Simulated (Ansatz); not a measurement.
# Single-point calculation, with input and output: BSiN2H7

The run: single-point calculation of BSiN2H7, SMILES NB[SiH2]N. Method and program: RKS PBE0-D4/def2-TZVPP (Ansatz 0.2.0).

The geometry comes from this level: PBE0-D4/def2-TZVP.

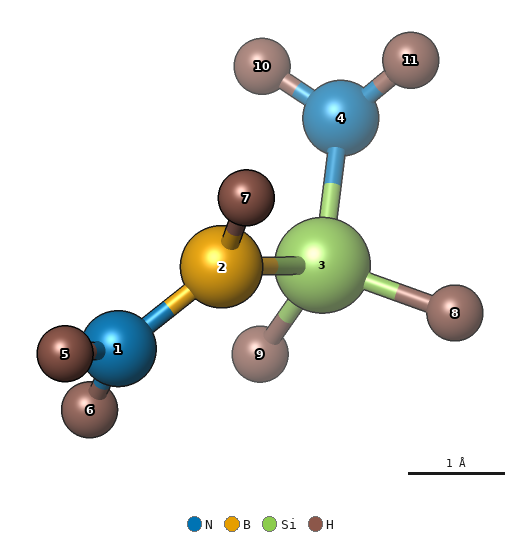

**Figure 1.** The structure as given in the input (ball-and-stick view, seen at a tilt; atoms are numbered from 1 in the order of the input). Bond lengths as drawn: B–H 1.20 Å, B–N 1.39 Å, B–Si 2.02 Å, H–N 1.01 Å, H–Si 1.49 to 1.50 Å and N–Si 1.74 Å.

## Summary

| quantity | value |
| --- | --- |
| outcome | converged |
| total energy | −11643.5847 eV |
| mean-field energy | −11643.4284 eV |
| dispersion energy | −0.1563 eV |
| SCF solution under orbital rotations | stable |
| HOMO | −6.63 eV |
| LUMO | −0.58 eV |
| hardware | 2 threads of Arm Neoverse V2, 23 GiB of memory available, shared host |
| wall time | 2.9 s (CPU time 5.5 s) |
| peak memory | 0.45 GiB |

## Input file
```yaml
crystal:
  periodic: [false, false, false]
  atoms:
    - {symbol: N, position_ang: [-0.533645, 1.758052, 1.082996]}
    - {symbol: B, position_ang: [0.015826, 1.132202, -0.026964]}
    - {symbol: Si, position_ang: [0.561278, -0.812458, 0.064211]}
    - {symbol: N, position_ang: [-0.097520, -1.864376, -1.150709]}
    - {symbol: H, position_ang: [-0.816927, 2.724803, 1.094844]}
    - {symbol: H, position_ang: [-0.679603, 1.290267, 1.963212]}
    - {symbol: H, position_ang: [0.136362, 1.793836, -1.023225]}
    - {symbol: H, position_ang: [2.043566, -0.936909, -0.062741]}
    - {symbol: H, position_ang: [0.174558, -1.363342, 1.403248]}
    - {symbol: H, position_ang: [-1.097680, -1.895231, -1.275080]}
    - {symbol: H, position_ang: [0.359284, -1.883745, -2.049291]}
basis:
  gaussian: {orbitals: def2-TZVPP}
hamiltonian: {xc: pbe0, dispersion: d4}
output: {orbitals: {seedname: orbitals}}
```

Launched with:
```bash
ansatz run in.yaml --threads 2 --pin off --events-out ev --progress --plain --max-ram 4352MiB
```

## Log
```
Functional definition: PBE0
  name "PBE0"
  cite "Adamo & Barone, J. Chem. Phys. 110, 6158 (1999) doi:10.1063/1.478522"
  cite "Perdew, Burke & Ernzerhof, Phys. Rev. Lett. 77, 3865 (1996) doi:10.1103/PhysRevLett.77.3865"
  parent pbe
  parameter a = 0.25
  parameter kappa = 0.804
  parameter beta = 0.06672455060314922
  exchange = (1 - a)*pbe_x(kappa = kappa, mu = beta*pi^2/3) + a*exact_x
  correlation = pbe_c(beta = beta)
1183 factors; their error is unknown
mean field evaluation 1: about -11632.6020 eV, gradient 7.6e1 eV
mean field evaluation 2: about -11620.4410 eV, gradient 1.0e2 eV
mean field evaluation 4: about -11643.3585 eV, gradient 4.2e0 eV
mean field evaluation 8: about -11643.4283 eV, gradient 2.8e-1 eV
mean field -11643.42835696 eV, -427.8880999189 hartree, gradient 7.7e-5 eV, S^2 0.000000; 0 other end points of the search recorded, 0 dependent functions left out
reference -11643.42839048 eV, -427.8881011510 hartree; 20, 20 occupied and 213, 213 virtual orbitals, 1183 factors
Total energy: -11643.58468131 eV, -427.8938447328 hartree
```

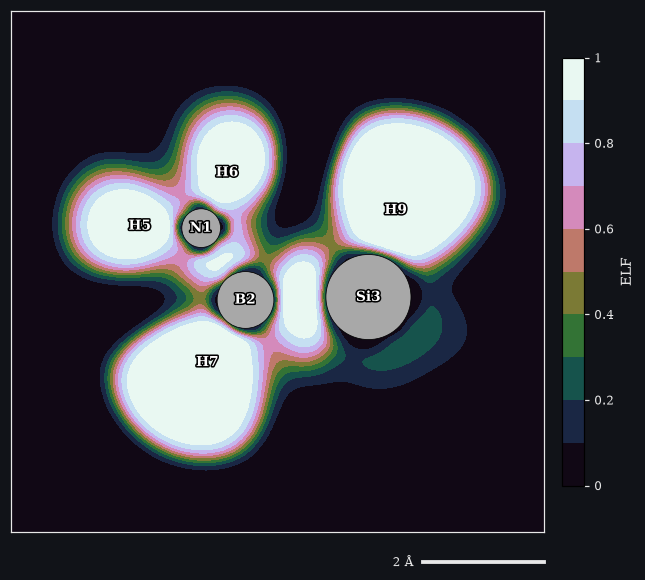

**Figure 2.** Electron localisation function on the plane of atoms N1, B2 and H7. Grey discs, where drawn, cover atomic cores. The plane passes through N, B, Si and H nuclei. B–N (1.39 Å): the ELF peaks at about 0.90 between the atoms, which marks a polar covalent bond. Si–B (2.02 Å): the ELF peaks at about 1 between the atoms (a shared electron pair). N–H (1.01 Å): the ELF climbs to about 1 towards the hydrogen, as it does in any bond to H; a covalent bond by its length. Si–H (1.50 Å): the ELF climbs to about 1 towards the hydrogen.

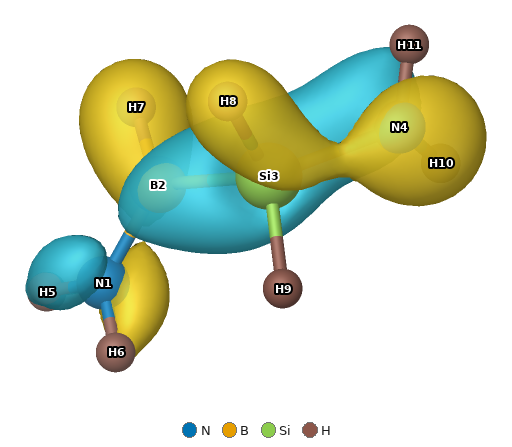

**Figure 3.** The HOMO−1 at ±0.15 Å⁻³ᐟ² (yellow and cyan are the two phases), seen at an oblique angle. It lies mainly on N4 (30 %), Si3 (25 %), B2 (15 %), N1 (10 %) and H7 (10 %). Its energy is −8.39 eV.

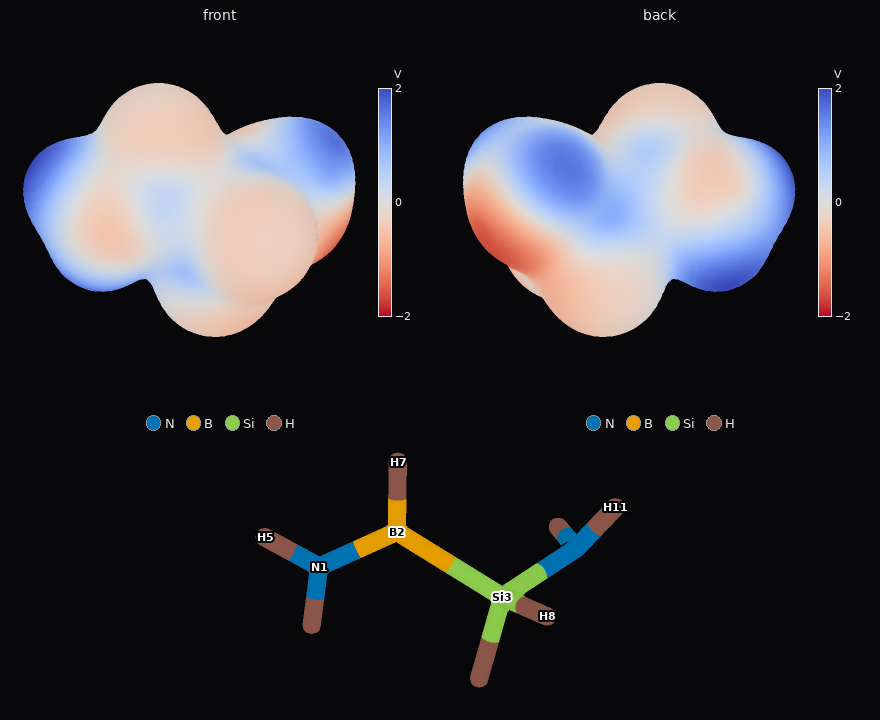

**Figure 4.** The molecular electrostatic potential painted on the density surface at 0.002 e/bohr³, seen at a tilt and from behind; the colour scale runs from red (negative) to blue (positive). The bare structure is drawn below in the same view. A positive charge is drawn to the negative regions and a negative charge to the positive ones.

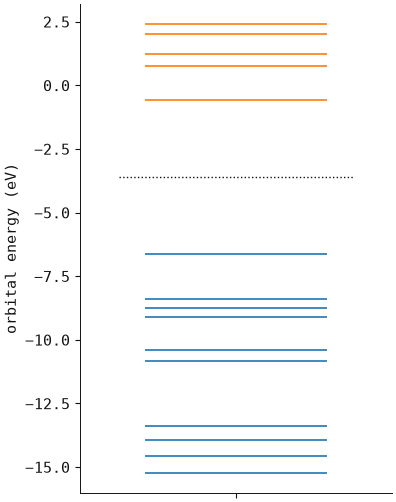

**Figure 5.** Orbital energies near the frontier; the dotted line parts filled from empty levels, and levels within 0.02 eV of each other stand side by side. Highest filled −6.63 eV, lowest empty −0.58 eV, 6.05 eV apart.
